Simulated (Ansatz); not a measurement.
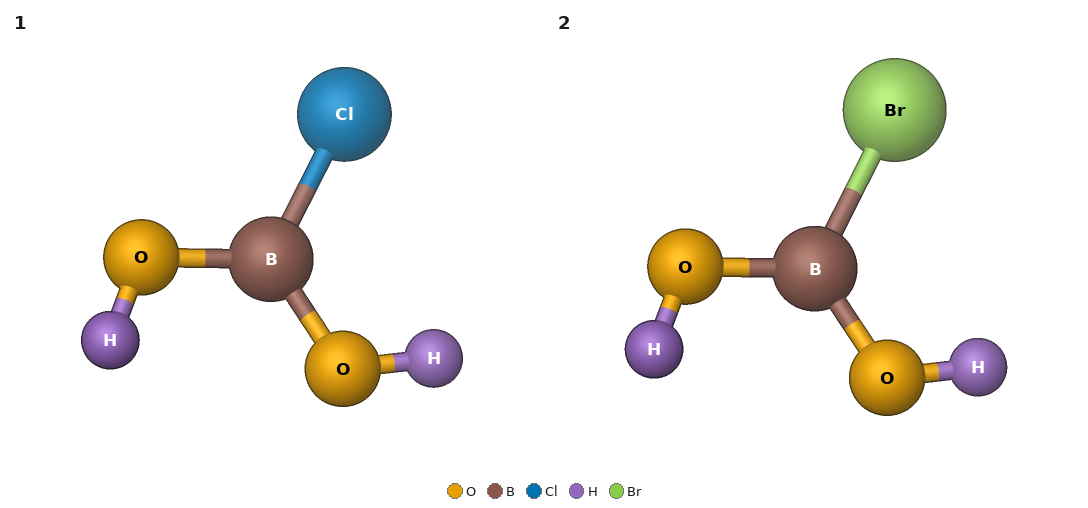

2 molecules with one skeleton, seen from the same side and at one scale. Each species is neutral and a spin singlet. Computed geometries: PBE0-D4/def2-TZVP optimisations, one conformation each. Properties computed with Ansatz 0.2.0.

One atom differs, called X below: Cl in panel 1, Br in panel 2. Their formulas are BClH2O2 (`OB(O)Cl`), BBrH2O2 (`OB(O)Br`).

In which is the length of X–B larger (PBE0-D4/def2-TZVP)?

In panel 2 (X = Br).

In which is the dipole moment larger (PBE-D4/def2-TZVPP)?

In panel 2 (X = Br).

Give the values. With PBE0-D4/def2-TZVP: length of X–B (Å), mean angle O–B–X (°), harmonic zero-point energy (kJ/mol). With ωB97M-V/def2-QZVPP: HOMO energy (Kohn–Sham orbital) (eV), HOMO–LUMO gap (eV). With PBE-D4/def2-TZVPP: dipole moment (D).

```
                            quantity  1 (Cl)  2 (Br)   2 − 1
                   length of X–B (Å)   1.771   1.936  +0.165
                mean angle O–B–X (°)   119.5   119.3    −0.2
HOMO energy (Kohn–Sham orbital) (eV)  −11.52  −10.72   +0.80
                  HOMO–LUMO gap (eV)   13.05   12.26   −0.79
                   dipole moment (D)    1.92    1.99   +0.07
 harmonic zero-point energy (kJ/mol)    93.3    91.8    −1.5
```
